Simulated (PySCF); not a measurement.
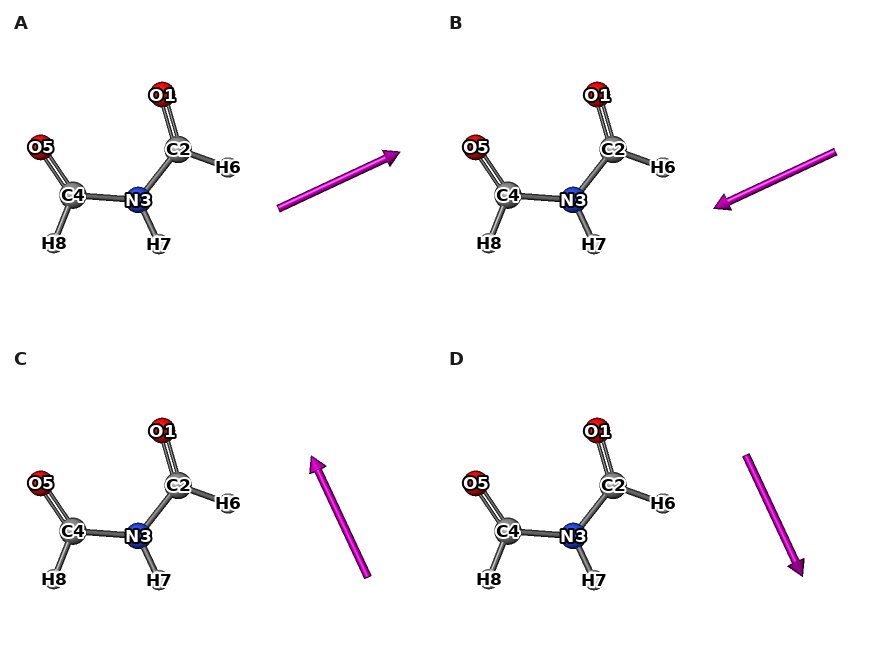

The same molecule four times, each with an arrow. The computed structure is the end point of a GFN2-xTB optimisation. No frequency run is at hand to confirm it as a minimum. Method: ωB97X-D/def2-SVPD, gas phase (PySCF 2.14.0).

### Which arrow points along the dipole moment, from the negative to the positive end?

D. The dipole moment is 5.78 D; it points from the side of O1, O5 to the side of H7 (the outermost atoms at the two ends).
